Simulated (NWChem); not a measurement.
# the pair C2H6···SiH4S, step by step

We compute the energy (singlet C2H10SSi, BLYP/3-21G), then the energy (singlet C2H6, BLYP/3-21G), then the energy (singlet SiH4S, BLYP/3-21G), then the energy (singlet C2H6, BLYP/3-21G), then the energy (singlet SiH4S, BLYP/3-21G) of C2H10SSi and its partners. 

Program for the calculation: NWChem 7.3.0.

## 1. The system as given

C2H10SSi: 14 atoms, total charge 0, spin state singlet. The two molecules were placed rigidly side by side, at 0.8 times their contact distance; the pair isn't optimised.

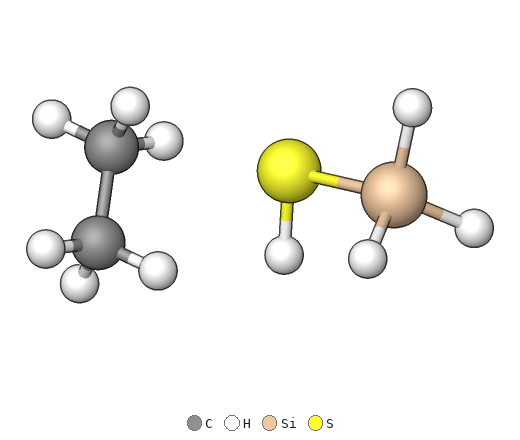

The structure, seen from a chosen angle (carbon grey, hydrogen white, silicon light orange, sulfur yellow).

## 2. A single-point energy at BLYP/3-21G (run 1)

Contents of work.nw:

```
start work
title "C2H10SSi"
memory total 2200 mb

geometry units angstroms noautosym nocenter noautoz
  C     -0.326800     0.132200    -0.672500
  C      0.326800    -0.132200     0.672500
  H      0.070500    -0.529600    -1.445900
  H     -1.407100    -0.025700    -0.629000
  H     -0.158600     1.160200    -1.002400
  H     -0.070400     0.529600     1.445900
  H      1.407100     0.025600     0.628900
  H      0.158500    -1.160100     1.002500
  Si    -2.774760    -3.094110     1.715350
  S     -0.718390    -3.402100     1.221340
  H     -3.419910    -2.125160     0.793360
  H     -2.756630    -2.546810     3.092610
  H     -3.540770    -4.365860     1.685080
  H     -0.969990    -3.880690    -0.008740
end

basis spherical bse
  * library 3-21G
end

dft
  xc becke88 lyp
  grid fine
  convergence energy 1e-08
  maxiter 100
  mulliken
  print low
end

task dft energy
```

Run with:

```console
nwchem work.nw > work.out
```

The program printed:

```text
[...]
 d= 0,ls=0.0,diis     1   -765.7922077075 -9.76D+02  1.78D-02  5.63D-01     2.6
[...]
 d= 0,ls=0.0,diis    10   -765.8578603446 -7.95D-10  3.31D-07  1.59D-10    17.4
         Total DFT energy =     -765.857860344642
      One electron energy =    -1472.343887477778
           Coulomb energy =      557.633015872768
    Exchange-Corr. energy =      -60.960338394281
 Nuclear repulsion energy =      209.813349654649
[...]
      Total Density - Mulliken Population Analysis
     ---------------------------------------------
    Atom       Charge   Shell Charges
 -----------   ------   -------------------------------------------------------
    1 C    6     6.53   1.99  0.37  1.70  1.09  1.39
    2 C    6     6.57   1.99  0.37  1.71  1.10  1.40
    3 H    1     0.83   0.48  0.35
    4 H    1     0.83   0.48  0.35
    5 H    1     0.83   0.48  0.35
    6 H    1     0.83   0.48  0.36
    7 H    1     0.83   0.48  0.35
    8 H    1     0.75   0.47  0.28
    9 Si  14    13.54   2.00  1.97  5.85  0.78  1.72  0.57  0.65
   10 S   16    16.34   2.00  1.96  5.87  1.06  2.54  0.97  1.95
[...]
```

Run time: 18 s. Hardware: 1 thread of Intel Xeon Platinum 8259CL at 2.50GHz (Skylake/Cascade Lake), shared host; peak memory 0.12 GiB.

## 3. C2H6: the energy at BLYP/3-21G (run 2)

Contents of struct.nw:

```
start struct
title "C2H6 BLYP"
memory 2200 mb

geometry units angstrom noautosym nocenter noautoz
  C       -0.326800       0.132200      -0.672500
  C        0.326800      -0.132200       0.672500
  H        0.070500      -0.529600      -1.445900
  H       -1.407100      -0.025700      -0.629000
  H       -0.158600       1.160200      -1.002400
  H       -0.070400       0.529600       1.445900
  H        1.407100       0.025600       0.628900
  H        0.158500      -1.160100       1.002500
end

basis spherical bse
  * library 3-21G
end

dft
  xc becke88 lyp
  mult 1
  grid fine
  convergence energy 1e-08
  iterations 100
  mulliken
  print low
end

task dft
```

Run with:

```console
nwchem struct.nw > struct.out
```

The program printed:

```text
[...]
 d= 0,ls=0.0,diis     1    -79.3109469004 -1.22D+02  1.19D-02  2.22D-01     0.7
[...]
 d= 0,ls=0.0,diis     7    -79.3324028228 -6.98D-11  4.04D-08  1.17D-12     2.9
         Total DFT energy =      -79.332402822835
      One electron energy =     -188.910477834412
           Coulomb energy =       80.249347244456
    Exchange-Corr. energy =      -12.999804811887
 Nuclear repulsion energy =       42.328532579008
[...]
      Total Density - Mulliken Population Analysis
     ---------------------------------------------
    Atom       Charge   Shell Charges
 -----------   ------   -------------------------------------------------------
    1 C    6     6.53   1.99  0.37  1.70  1.09  1.38
    2 C    6     6.53   1.99  0.37  1.70  1.09  1.38
    3 H    1     0.82   0.48  0.35
    4 H    1     0.82   0.48  0.35
    5 H    1     0.82   0.48  0.35
    6 H    1     0.82   0.48  0.35
    7 H    1     0.82   0.48  0.35
    8 H    1     0.82   0.48  0.35
[...]
```

It took 3.6 s on 1 thread of Intel Xeon Platinum 8259CL at 2.50GHz (Skylake/Cascade Lake), shared host; peak memory 0.11 GiB.

## 4. SiH4S: the energy at BLYP/3-21G (run 3)

Contents of mol.nw:

```
start mol
title "H4SSi"
memory total 2200 mb

geometry noautosym nocenter noautoz
 Si   -2.774760   -3.094110    1.715350
 S    -0.718390   -3.402100    1.221340
 H    -3.419910   -2.125160    0.793360
 H    -2.756630   -2.546810    3.092610
 H    -3.540770   -4.365860    1.685080
 H    -0.969990   -3.880690   -0.008740
end

basis spherical bse
 * library 3-21G
end

dft
 xc becke88 lyp
 grid fine
 convergence energy 1e-08
 iterations 100
 mulliken
 print low
end

task dft
```

Run with:

```console
nwchem mol.nw > mol.out
```

The program printed:

```text
[...]
 d= 0,ls=0.0,diis     1   -686.4845295439 -7.76D+02  3.16D-02  3.39D-01     0.9
[...]
 d= 0,ls=0.0,diis    10   -686.5286542430 -7.71D-10  3.87D-07  7.21D-11     4.2
         Total DFT energy =     -686.528654242986
      One electron energy =    -1126.854918954577
           Coulomb energy =      399.038375619497
    Exchange-Corr. energy =      -47.950727647950
 Nuclear repulsion energy =       89.238616740044
[...]
      Total Density - Mulliken Population Analysis
     ---------------------------------------------
    Atom       Charge   Shell Charges
 -----------   ------   -------------------------------------------------------
    1 Si  14    13.55   2.00  1.97  5.85  0.78  1.72  0.57  0.66
    2 S   16    16.32   2.00  1.96  5.87  1.06  2.53  0.96  1.94
    3 H    1     1.08   0.44  0.63
    4 H    1     1.06   0.44  0.62
    5 H    1     1.08   0.44  0.63
    6 H    1     0.91   0.46  0.46
[...]
```

Run time: 4.8 s. Hardware: 1 thread of Intel Xeon Platinum 8259CL at 2.50GHz (Skylake/Cascade Lake), shared host; peak memory 0.11 GiB.

## 5. C2H6 among ghost functions: the energy at BLYP/3-21G (with ghost functions) (run 4)

Contents of c2h6.nw:

```
start c2h6
title "C2H6 energy"
memory 2200 mb

geometry units bohr noautosym nocenter noautoz
C   -0.61756250   0.24982179  -1.27084082
C    0.61756250  -0.24982179   1.27084082
H    0.13322569  -1.00079896  -2.73235500
H   -2.65903363  -0.04856596  -1.18863773
H   -0.29971056   2.19246025  -1.89426147
H   -0.13303672   1.00079896   2.73235500
H    2.65903363   0.04837699   1.18844876
H    0.29952159  -2.19227128   1.89445044
bqSi    -5.243536    -5.847020     3.241542
bqS     -1.357560    -6.429037     2.307998
bqH     -6.462693    -4.015970     1.499233
bqH     -5.209276    -4.812773     5.844186
bqH     -6.691086    -8.250280     3.184340
bqH     -1.833015    -7.333441    -0.016516
end

basis spherical bse
C library 3-21G
H library 3-21G
bqSi library Si 3-21G
bqS library S 3-21G
bqH library H 3-21G
end

dft
xc becke88 lyp
grid fine
convergence energy 1e-08
iterations 100
mulliken
print low
end

task dft
```

Run with:

```console
nwchem c2h6.nw > c2h6.out
```

The program printed:

```text
[...]
 d= 0,ls=0.0,diis     1    -79.3121290914 -1.22D+02  5.57D-03  2.23D-01     2.3
[...]
 d= 0,ls=0.0,diis     7    -79.3336521607 -1.92D-10  3.53D-07  1.09D-09    10.9
         Total DFT energy =      -79.333652160675
      One electron energy =     -188.896756229864
           Coulomb energy =       80.232275229896
    Exchange-Corr. energy =      -12.997700675702
 Nuclear repulsion energy =       42.328529514995
[...]
      Total Density - Mulliken Population Analysis
     ---------------------------------------------
    Atom       Charge   Shell Charges
 -----------   ------   -------------------------------------------------------
    1 C    6     6.53   1.99  0.37  1.70  1.09  1.38
    2 C    6     6.57   1.99  0.37  1.70  1.10  1.40
    3 H    1     0.82   0.48  0.35
    4 H    1     0.82   0.48  0.34
    5 H    1     0.82   0.48  0.35
    6 H    1     0.82   0.48  0.35
    7 H    1     0.82   0.48  0.35
    8 H    1     0.78   0.48  0.30
    9 X    0     0.00  -0.00 -0.00 -0.00 -0.00 -0.00  0.00  0.00
   10 X    0     0.01  -0.00 -0.00  0.00 -0.00 -0.00  0.00  0.01
[...]
```

Wall time 12 s (1 thread of Intel Xeon Platinum 8259CL at 2.50GHz (Skylake/Cascade Lake), shared host); peak memory 0.12 GiB.

## 6. SiH4S among ghost functions: the energy at BLYP/3-21G (with ghost functions) (run 5)

Contents of h4ssi.nw:

```
start h4ssi
title "H4SSi energy"
memory stack 880 mb heap 220 mb global 1100 mb
charge 0
geometry units angstrom noautosym nocenter noautoz
   Si   -2.774760   -3.094110    1.715350
   S    -0.718390   -3.402100    1.221340
   H    -3.419910   -2.125160    0.793360
   H    -2.756630   -2.546810    3.092610
   H    -3.540770   -4.365860    1.685080
   H    -0.969990   -3.880690   -0.008740
   bqC     -0.326800     0.132200    -0.672500
   bqC      0.326800    -0.132200     0.672500
   bqH      0.070500    -0.529600    -1.445900
   bqH     -1.407100    -0.025700    -0.629000
   bqH     -0.158600     1.160200    -1.002400
   bqH     -0.070400     0.529600     1.445900
   bqH      1.407100     0.025600     0.628900
   bqH      0.158500    -1.160100     1.002500
end
basis spherical bse
   Si library 3-21G
   S library 3-21G
   H library 3-21G
   bqC library C 3-21G
   bqH library H 3-21G
end
dft
   xc becke88 lyp
   mult 1
   grid fine
   convergence energy 1e-08
   iterations 100
   mulliken
   noprint "final vectors analysis"
end
task dft energy
```

Run with:

```console
nwchem h4ssi.nw > h4ssi.out
```

The program printed:

```text
[...]
          Wavefunction type:  closed shell.
          No. of atoms     :    14
          No. of electrons :    34
[...]
          Charge           :     0
          Spin multiplicity:     1
[...]
          AO basis - number of functions:    64
[...]
              XC Information
              --------------
                    Becke 1988 Exchange Functional  1.000
              Lee-Yang-Parr Correlation Functional  1.000
[...]
 d= 0,ls=0.0,diis     1   -686.4876047824 -7.76D+02  1.67D-02  3.40D-01     2.3
[...]
 d= 0,ls=0.0,diis     8   -686.5315989072  2.49D-09  8.70D-06  1.27D-07    13.5
         Total DFT energy =     -686.531598907168
      One electron energy =    -1126.827437676948
           Coulomb energy =      399.003900611976
    Exchange-Corr. energy =      -47.946678582240
 Nuclear repulsion energy =       89.238616740044
[...]
      Total Density - Mulliken Population Analysis
     ---------------------------------------------
    Atom       Charge   Shell Charges
 -----------   ------   -------------------------------------------------------
    1 Si  14    13.54   2.00  1.97  5.85  0.78  1.72  0.57  0.65
    2 S   16    16.34   2.00  1.96  5.87  1.06  2.53  0.97  1.95
    3 H    1     1.08   0.44  0.63
    4 H    1     1.06   0.44  0.62
    5 H    1     1.08   0.44  0.63
    6 H    1     0.91   0.45  0.46
    7 X    0     0.00  -0.00 -0.00 -0.00 -0.00  0.00
    8 X    0     0.01  -0.00 -0.00 -0.00  0.00  0.01
    9 X    0     0.00  -0.00  0.00
   10 X    0     0.00  -0.00  0.00
[...]
```

Run time: 14 s. Hardware: 1 thread of Intel Xeon Platinum 8259CL at 2.50GHz (Skylake/Cascade Lake), shared host; peak memory 0.12 GiB.

## 7. Results

| quantity | value |
| --- | --- |
| run 1, BLYP/3-21G: total energy | -765.85786 Eh |
| C2H6: total energy | -79.33240 Eh |
| SiH4S: total energy | -686.52865 Eh |
| C2H6 among ghost functions: total energy | -79.33365 Eh |
| SiH4S among ghost functions: total energy | -686.53160 Eh |
| SiH4S among ghost functions: dipole moment | 1.74 D |
| interaction energy of the rigid parts C2H6 and SiH4S (parts in their own basis; closest atoms 2.42 Å apart) | 0.087 eV |
| interaction energy of the rigid parts C2H6 and SiH4S (parts in the whole basis, counterpoise; closest atoms 2.42 Å apart) | 0.201 eV |

**Reading.** The interaction energy of the rigid parts C2H6 and SiH4S (parts in their own basis; closest atoms 2.42 Å apart) is 0.09 eV (2.0 kcal/mol): the parts repel at this shape. Without counterpoise this holds the superposition error of the basis. The interaction energy of the rigid parts C2H6 and SiH4S (parts in the whole basis, counterpoise; closest atoms 2.42 Å apart) is 0.20 eV (4.6 kcal/mol): the parts repel at this shape. The basis-set superposition error is 11.0 kJ/mol. Mulliken charges (run 1, BLYP/3-21G) run from -0.57 on C2 to +0.46 on Si9.
